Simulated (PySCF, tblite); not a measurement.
**C₃H₇SSi radical: geometry, infrared bands and EPR parameters**

Wanted: the infrared bands and EPR parameters of C₃H₇SSi radical (`C=[C][SiH2]SC`), by calculation.

The runs use tblite 0.8.0 and PySCF 2.14.0, with density-fitted response routines of our own; the level of theory stands in each step. All values are computed, except where a source is named. Atoms are numbered from 0 throughout.

## (1) The molecule as given

12 atoms, charge 0, multiplicity 2; geometry from: force field or distance geometry start.

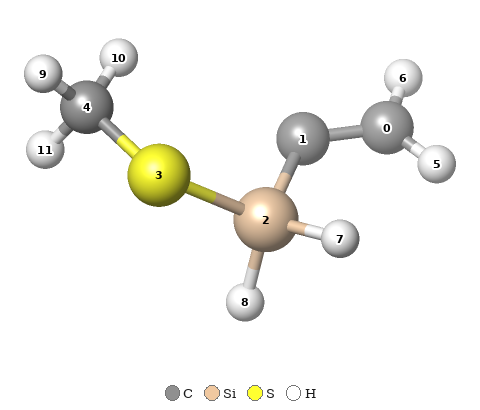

As it starts; carbon grey, silicon light orange, sulfur yellow, hydrogen white, atoms numbered; sticks join atoms by distance.

## (2) Optimising the geometry with GFN2-xTB

Job settings and geometry (Å):

```
{"job": {"kind": "relax", "xc": "GFN2-xTB", "basis": "xTB"}, "charge": 0, "multiplicity": 2}
C      2.254400     0.702600     1.166100
C      1.099900     0.671700     0.476700
Si     0.695200    -0.734700    -0.628100
S     -1.384600    -1.253600    -0.538700
C     -2.481100     0.150300    -0.318900
H      2.999400    -0.061000     1.120700
H      2.411100     1.573400     1.800200
H      1.543200    -1.858500    -0.180400
H      1.105900    -0.483500    -2.032800
H     -3.493100    -0.200400    -0.025100
H     -2.148000     0.861400     0.450500
H     -2.601100     0.631700    -1.316200
```

Started as:

```sh
> OMP_NUM_THREADS=1 python probes_run.py task.json out
```

This one command runs all jobs of the session in turn.

Standard output:

```text
step      E/eV     max force
  0    -403.85179    2.925
  1    -403.95651    2.270
  2    -404.01114    0.528
  3    -404.03658    0.436
  4    -404.08576    0.672
  5    -404.11385    0.478
  6    -404.13760    0.357
  7    -404.15152    0.347
  8    -404.17210    0.512
  9    -404.19832    0.604
 10    -404.22771    0.560
 11    -404.25111    0.338
 12    -404.26500    0.316
 13    -404.27267    0.288
 14    -404.28170    0.360
 15    -404.29410    0.461
 16    -404.31078    0.503
 17    -404.32859    0.408
 18    -404.34464    0.383
 19    -404.35922    0.323
 20    -404.37230    0.278
 21    -404.38358    0.317
 22    -404.39190    0.346
 23    -404.39862    0.305
 24    -404.40478    0.213
 25    -404.40998    0.184
 26    -404.41370    0.208
 27    -404.41642    0.138
 28    -404.41878    0.144
 29    -404.42053    0.146
 30    -404.42241    0.104
 31    -404.42383    0.116
 32    -404.42528    0.141
 33    -404.42668    0.112
 34    -404.42808    0.104
 35    -404.42966    0.155
 36    -404.43191    0.193
 37    -404.43518    0.181
 38    -404.43863    0.184
 39    -404.44054    0.114
 40    -404.44148    0.075
 41    -404.44233    0.072
 42    -404.44314    0.076
 43    -404.44368    0.054
 44    -404.44393    0.033
 45    -404.44408    0.035
 46    -404.44425    0.040
 47    -404.44456    0.060
 48    -404.44501    0.064
 49    -404.44551    0.059
 50    -404.44591    0.051
 51    -404.44618    0.046
 52    -404.44644    0.056
 53    -404.44679    0.050
 54    -404.44724    0.061
 55    -404.44767    0.048
 56    -404.44800    0.042
 57    -404.44833    0.053
 58    -404.44879    0.069
 59    -404.44947    0.092
 60    -404.45031    0.092
 61    -404.45121    0.080
 62    -404.45231    0.097
 63    -404.45394    0.127
 64    -404.45665    0.181
 65    -404.45540    0.359
 66    -404.45908    0.108
 67    -404.45960    0.124
 68    -404.45998    0.044
 69    -404.46020    0.037
 70    -404.46057    0.071
 71    -404.46078    0.062
 72    -404.46114    0.055
 73    -404.46154    0.050
 74    -404.46218    0.087
 75    -404.46298    0.095
 76    -404.46379    0.067
 77    -404.46429    0.054
 78    -404.46431    0.115
 79    -404.46470    0.053
 80    -404.46491    0.048
 81    -404.46564    0.078
 82    -404.46599    0.047
 83    -404.46627    0.055
 84    -404.46639    0.025
 85    -404.46647    0.021
 86    -404.46653    0.015
 87    -404.46655    0.012
 88    -404.46656    0.008
```

Wall time 0.47 s (1 thread of Arm Neoverse V1, shared host).

The steps of the relaxation: (not every step is listed)

```tsv
step	energy from step 0 (eV)	largest force (eV/Å)
0	0.0000	2.9248
1	-0.1047	2.2696
2	-0.1594	0.5284
3	-0.1848	0.4362
4	-0.2340	0.6717
5	-0.2621	0.4783
6	-0.2858	0.3565
7	-0.2997	0.3468
8	-0.3203	0.5123
15	-0.4423	0.4605
22	-0.5401	0.3462
29	-0.5687	0.1458
36	-0.5801	0.1935
43	-0.5919	0.0539
50	-0.5941	0.0514
57	-0.5965	0.0533
64	-0.6049	0.1811
71	-0.6090	0.0620
78	-0.6125	0.1152
83	-0.6145	0.0549
84	-0.6146	0.0245
85	-0.6147	0.0207
86	-0.6147	0.0153
87	-0.6148	0.0121
88	-0.6148	0.0084
```

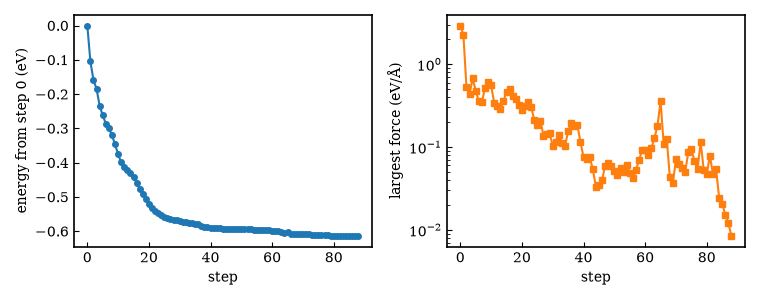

Energy and force, step by step.

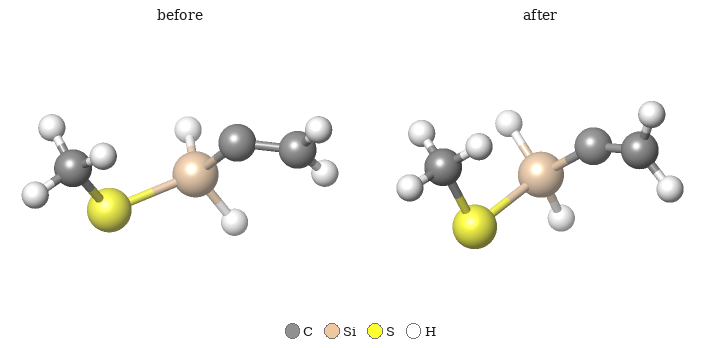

The geometry before (left) and after (right).

Close pairs (by a distance rule), those that changed most:

```tsv
bond	before (Å)	after (Å)	change (Å)
C0–C1	1.345	1.294	-0.051
C4–H11	1.114	1.086	-0.028
C4–H9	1.111	1.085	-0.026
Si2–H8	1.485	1.464	-0.021
C0–H5	1.068	1.088	+0.021
Si2–S3	2.145	2.165	+0.020
S3–C4	1.795	1.815	+0.020
Si2–H7	1.477	1.458	-0.019
```

The end geometry stands in the next job.

## (3) Vibrational analysis with GFN2-xTB

Job settings and geometry (Å):

```
{"job": {"kind": "ir", "xc": "GFN2-xTB", "basis": "xTB"}, "charge": 0, "multiplicity": 2}
C      1.957676     0.800825     1.274452
C      1.335741     0.386721     0.217749
Si     0.662909    -0.898528    -0.894178
S     -1.260581    -1.422258    -0.048850
C     -2.098459     0.179983    -0.202243
H      2.429330     0.148072     2.006652
H      2.053611     1.855932     1.507487
H      1.314913    -2.198606    -0.998833
H      0.406935    -0.304681    -2.207309
H     -3.085008     0.070084     0.235687
H     -1.531569     0.934888     0.334852
H     -2.184299     0.446882    -1.251492
```

Standard output:

```text
mode    cm-1     km/mol
  1      46.9      2.25
  2      67.1      6.19
  3     109.7      3.62
  4     142.6      4.01
  5     168.6     12.84
  6     198.8      0.96
  7     343.5     10.23
  8     456.1     73.43
  9     485.2     48.94
 10     550.2      5.42
 11     670.3    109.51
 12     710.8     69.46
 13     736.4     26.18
 14     780.8    209.67
 15     876.7     43.35
 16     890.3     23.80
 17     946.6      0.60
 18     960.8      0.34
 19    1322.3      3.29
 20    1354.0     10.11
 21    1454.1      2.75
 22    1459.2      5.39
 23    1776.0     49.48
 24    2236.0    297.46
 25    2286.4    165.22
 26    2916.0     11.70
 27    2988.9     10.89
 28    3023.1      4.84
 29    3025.9     12.58
 30    3055.7      3.03
```

It took 0.31 s on 1 thread of Arm Neoverse V1, shared host.

Which atoms move in the most intense modes:

```tsv
cm⁻¹	km/mol	atoms
456	73.4	H7 41 %, Si2 24 %, H8 22 %
485	48.9	Si2 38 %, S3 38 %, H7 13 %
670	109.5	H8 59 %, H7 23 %
711	69.5	Si2 41 %, C0 21 %, C1 17 %
781	209.7	H8 50 %, H7 43 %
1776	49.5	C1 59 %, C0 39 %
2236	297.5	H8 87 %
2286	165.2	H7 88 %
```

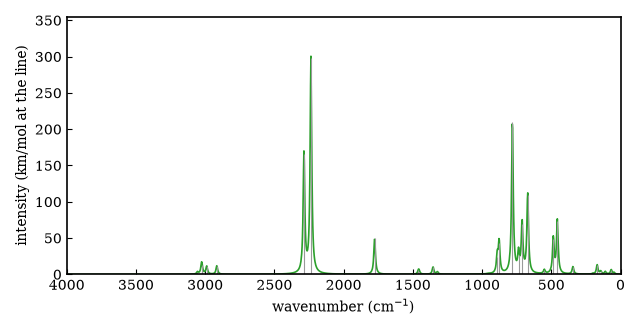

The infrared spectrum from these modes, unscaled. Lines are broadened to a width of 14 cm⁻¹ (Lorentzian).

## (4) EPR parameters: B3LYP/pcH-1

Settings changed since step 3:

```diff
@@ -1,2 +1,2 @@
-{"job": {"kind": "ir", "xc": "GFN2-xTB", "basis": "xTB"}, "charge": 0, "multiplicity": 2}
+{"job": {"kind": "epr", "basis": "pcH-1"}, "charge": 0, "multiplicity": 2}
 C      1.957676     0.800825     1.274452
```

Level: UKS B3LYP, pcH-1 on C H S Si, non-relativistic, mean-field spin-orbit, GIAO.

Standard output:

```text
UKS, coarse grid
  cycle   1  E = -806.13443693  |g| = 2.89e-01
  cycle   2  E = -806.12918115  |g| = 2.96e-01
  cycle   3  E = -806.17417783  |g| = 4.67e-02
  cycle   4  E = -806.17509743  |g| = 2.58e-02
  cycle   5  E = -806.17545834  |g| = 9.62e-03
  cycle   6  E = -806.17551969  |g| = 4.06e-03
  cycle   7  E = -806.17553678  |g| = 1.87e-03
  cycle   8  E = -806.17554376  |g| = 9.41e-04
UKS, final grid
  cycle   1  E = -806.17553742  |g| = 9.26e-04
  cycle   2  E = -806.17553773  |g| = 1.19e-03
  cycle   3  E = -806.17553851  |g| = 2.86e-04
  cycle   4  E = -806.17553867  |g| = 2.56e-04
  cycle   5  E = -806.17553882  |g| = 8.88e-05
  cycle   6  E = -806.17553883  |g| = 1.64e-05
E = -806.17553883 Eh   <S^2> = 0.7583 (exact 0.7500)
g shifts (ppm)      1          2          3
  rmc          -132       -132       -132
  gc             17         15         29
  oz_so        -485       -180        825
  total        -601       -298        722
hyperfine (MHz)  atom isotope    a_iso     a_fc   dipolar eigenvalues
    0   13C     -44.33     -44.33    -16.02      3.52     12.50
    1   13C     152.41     152.55    -78.17    -60.84    139.01
    2  29Si      -3.17      -3.12     -7.42      1.61      5.81
    3   33S       0.42       0.42     -1.55     -1.18      2.73
    4   13C       0.71       0.70     -0.80     -0.52      1.32
    5    1H     187.45     187.46     -4.74     -2.15      6.89
    6    1H     157.14     157.15     -5.88     -3.99      9.87
    7    1H      76.63      76.63     -3.26     -1.67      4.93
    8    1H      24.02      24.02     -3.84     -2.40      6.24
    9    1H       1.86       1.85     -0.95     -0.85      1.79
   10    1H       4.61       4.61     -3.42     -2.50      5.92
   11    1H       0.14       0.13     -1.40     -1.27      2.67
```

It took 38 s on 1 thread of Arm Neoverse V1, shared host; peak memory 0.72 GiB.

Principal g values 2.00172, 2.00202, 2.00304; g(iso) = 2.00226, against 2.00232 for a free electron.

Mean a(iso) over the nuclei that a row names, and the largest dipolar term of the row (other rows stand at the frozen geometry):

```tsv
nuclei	isotope	a(iso) (MHz)	a(iso) (G, at g = 2.0023)	largest dipolar term (MHz)
H5	1H	187.5	66.9	6.9
H6	1H	157.1	56.1	9.9
C1	13C	152.4	54.4	139.0
H7, H8	1H	50.3	18.0	6.2
C0	13C	-44.3	-15.8	-16.0
Si2	29Si	-3.2	-1.1	-7.4
H9, H10, H11	1H	2.2	0.8	5.9
C4	13C	0.7	0.3	1.3
S3	33S	0.4	0.1	2.7
```

Mulliken spin populations:

```tsv
atom	value (e)
C0	-0.18
C1	0.97
Si2	-0.01
S3	0.01
C4	0.00
H5	0.08
H6	0.06
H7	0.04
H8	0.01
H9	0.00
H10	0.00
H11	0.00
```

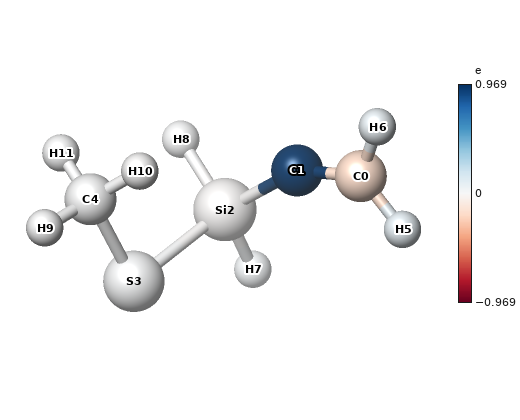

Mulliken spin populations, as colours on the atoms.

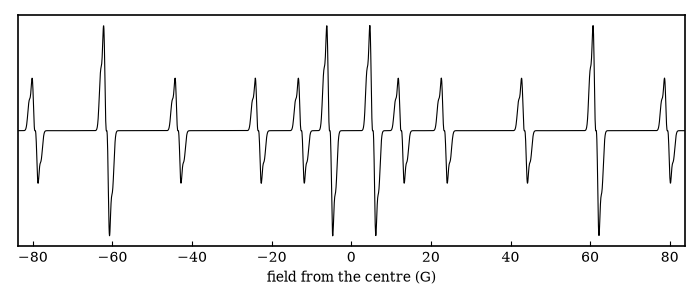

First-order isotropic spectrum (first derivative, main isotopes with spin only, couplings over 0.8 MHz, Gaussian width 0.4 G; couplings of the frozen geometry, rotation of groups not averaged beyond the rows shown).

Orbitals, density, ELF and potential are computed afterwards from the orbital file.

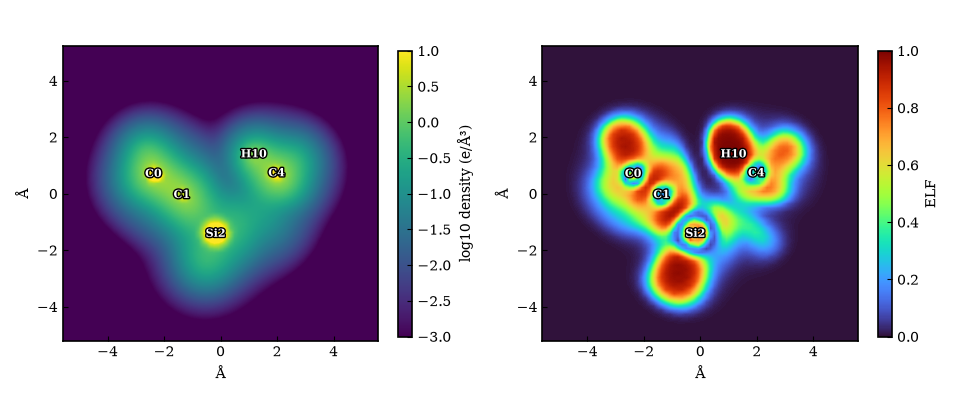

Density (left) and ELF (right) in a plane through or near 5 of the atoms.

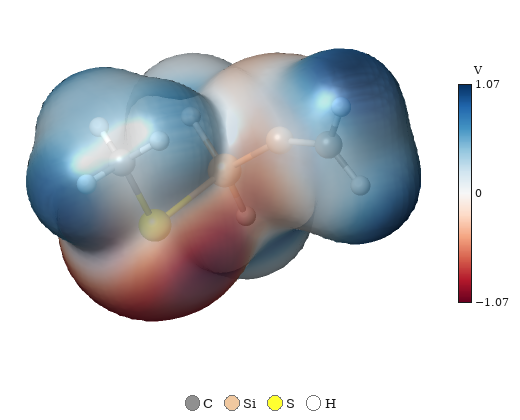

The potential that a unit positive charge feels on the 0.002 e/bohr³ surface, from -1.07 V near S3 to 1.07 V near H7.

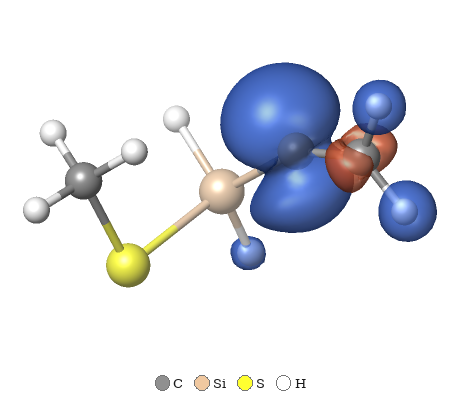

Spin density at ±0.04 e/Å³ (alpha excess blue, beta excess red).

## (5) Summary of results

| quantity | value |
| --- | --- |
| strongest single infrared mode (GFN2-xTB) | 2236 cm⁻¹, 297 km/mol |
| zero-point energy (GFN2-xTB) | 51.5 kcal/mol |
| g(iso) (B3LYP) | 2.00226 |
| ⟨S²⟩ | 0.758 (exact 0.75) |
| largest a(iso) (averaged by class) | 1H on H5, 187.5 MHz |
| potential on the surface of density 0.002 e/bohr³, 1st and 99th percentile | -1.07 V and 1.07 V |

In words: Relaxing lowered the energy by 0.615 eV in 88 steps; the close pair that moved most is C0–C1, from 1.345 to 1.294 Å. All 30 modes are real, so the xTB geometry is a minimum. The strongest single mode, at 2236 cm⁻¹, moves mainly H8. GFN2-xTB is a fitted tight-binding method: band positions and strengths are rough. Its intensities can rank the bands wrongly. C1 carries the largest spin population, 0.97 e. The isotropic g lies 0.1 ppt below the free-electron value. These values are for one conformer; the search (at its own cheap level) found 2 more, at 0.16, 0.99 kcal/mol, and measured spectra average over such forms.
